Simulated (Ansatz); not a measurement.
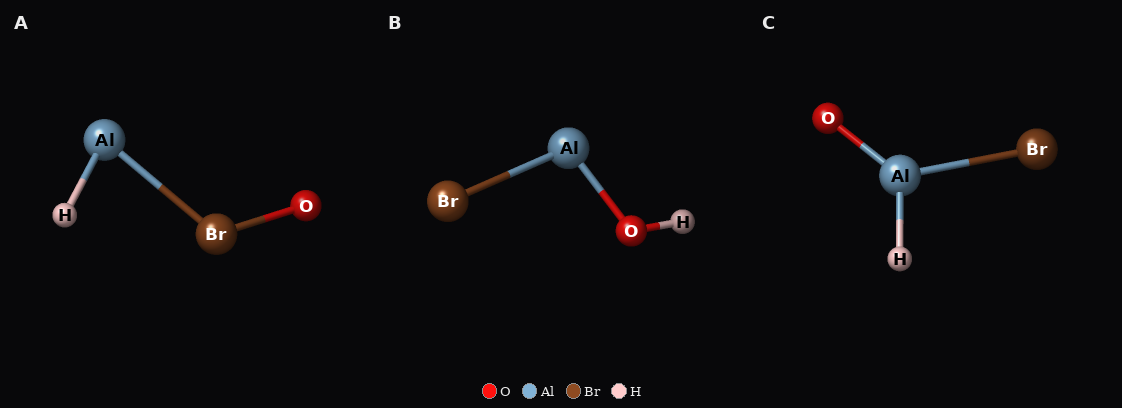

3 stationary structures of one formula. State: charge −1, singlet. Geometries: PBE0-D4/def2-TZVPD. Electronic energies: RHF-CCSD(T) (frozen core)/def2-TZVPPD (Ansatz 0.2.0), without zero-point energy. No frequency run is at hand to confirm each as a minimum.

Which is lowest in energy, and by how much?

Answer. B is lowest (Cs); C lies 8.2 kcal/mol above it (Cs), A lies 128.7 kcal/mol above it (Cs).
